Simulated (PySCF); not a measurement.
# CH4Si (SMILES C=[SiH2]): FCI/STO-3G

What is the vertical singlet–triplet gap of CH4Si at FCI/STO-3G? The job is set up through a Python script.

Program for the calculation: PySCF 2.14.0.

5 further runs of the same task are left out: 5 set aside as unsound or not needed.

## 1. The molecule

CH4Si: 6 atoms, total charge 0, spin state singlet. As SMILES, `C=[SiH2]`. Geometry: relaxed at GFN2-xTB.

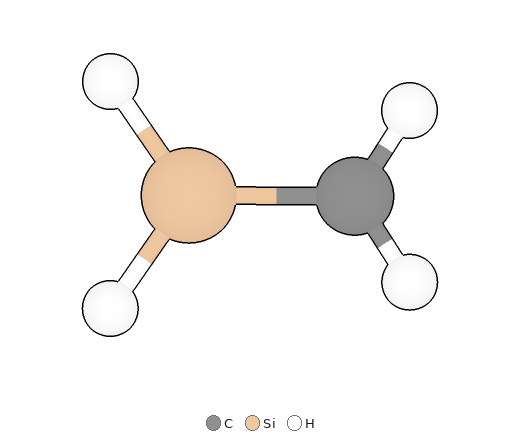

Viewed from a chosen angle; carbon grey, silicon light orange, hydrogen white.

## 2. The energy at FCI/STO-3G

job.py reads:

```python
from pyscf import gto, mcscf
from pyscf import fci

molecule = gto.M(
    atom=[
    ('C', (-0.738690, -0.547160, -0.265100)),
    ('Si', (0.611270, 0.451760, 0.218260)),
    ('H', (-1.408510, -0.996610, 0.448130)),
    ('H', (-0.962920, -0.758160, -1.296740)),
    ('H', (0.952980, 0.765970, 1.600750)),
    ('H', (1.545870, 1.084200, -0.705300)),
],
    spin=0,
    basis='sto-3g',
    max_memory=1860,
    verbose=3,
)

calc0 = molecule.RHF()
calc0.conv_tol = 1e-10
calc0.kernel()
if not calc0.converged:
    calc0 = calc0.newton().run(calc0.mo_coeff, calc0.mo_occ)

cas = mcscf.CASCI(calc0, calc0.mo_coeff.shape[-1] - 6, (molecule.nelec[0] - 6, molecule.nelec[1] - 6))  # full CI above the frozen core
cas.fcisolver = fci.direct_spin0.FCI(molecule)  # even spin states alone
cas.kernel()
print('<S^2> = %.4f' % cas.fcisolver.spin_square(cas.ci, cas.ncas, cas.nelecas)[0])
e_final = cas.e_tot
print('E(%s) = %.9f' % ('FCI', e_final))
```

Run with:

```console
$ OMP_NUM_THREADS=1 python job.py
```

The log of the run:

```text
converged SCF energy = -325.214062166406
CASCI E = -325.378747909879  E(CI) = -27.3886694591376  S^2 = 0.0000000
<S^2> = 0.0000
E(FCI) = -325.378747910
```

It took 9.6 s on 1 thread of Arm Neoverse V2, shared host; peak memory 0.3 GiB.

## 3. The triplet, same level

run.py reads:

```python
from pyscf import gto, scf, mcscf

molecule = gto.Mole()
molecule.atom = [
    ('C', (-0.738690, -0.547160, -0.265100)),
    ('Si', (0.611270, 0.451760, 0.218260)),
    ('H', (-1.408510, -0.996610, 0.448130)),
    ('H', (-0.962920, -0.758160, -1.296740)),
    ('H', (0.952980, 0.765970, 1.600750)),
    ('H', (1.545870, 1.084200, -0.705300)),
]
molecule.spin = 2
molecule.verbose = 3
molecule.max_memory = 1860
molecule.basis = 'sto-3g'
molecule.build()

mf = scf.ROHF(molecule)
mf.conv_tol = 1e-10
mf.kernel()
if not mf.converged:
    mf = mf.newton().run(mf.mo_coeff, mf.mo_occ)

cas = mcscf.CASCI(mf, mf.mo_coeff.shape[-1] - 6, (molecule.nelec[0] - 6, molecule.nelec[1] - 6))  # full CI above the frozen core
cas.fix_spin_(ss=2.0)
cas.kernel()
etot = cas.e_tot
print('E(%s) = %.9f' % ('FCI', etot))
```

Run with:

```console
$ OMP_NUM_THREADS=1 python run.py
```

The log of the run:

```text
converged SCF energy = -325.164597724191
CASCI E = -325.269250919622  E(CI) = -27.2808450744958  S^2 = 2.0000000
E(FCI) = -325.269250920
```

Run time: 11 s. Hardware: 1 thread of Arm Neoverse V2, shared host; peak memory 0.24 GiB.

## 4. What came out

Level: FCI/STO-3G, 6 core orbitals frozen.

| quantity | value |
| --- | --- |
| singlet: total energy | -325.37875 Eh |
| singlet: dipole moment (Hartree–Fock density) | 1.13 D |
| singlet: HOMO energy (Hartree–Fock orbitals) | -5.50 eV |
| singlet: LUMO energy (Hartree–Fock orbitals) | 7.26 eV |
| singlet: HOMO–LUMO gap (Hartree–Fock orbitals) | 12.77 eV |
| singlet: correlation energy (6 core orbitals frozen) | -164.7 mEh |
| triplet: total energy | -325.26925 Eh |
| triplet: dipole moment (Hartree–Fock density) | 0.36 D |
| triplet: correlation energy (6 core orbitals frozen) | -104.7 mEh |
| vertical energy of the triplet above the singlet | 2.980 eV |

**Reading.** At this shape the triplet lies 2.98 eV (69 kcal/mol) above the singlet. In a minimal basis such a difference can be off by several eV, whatever the method.
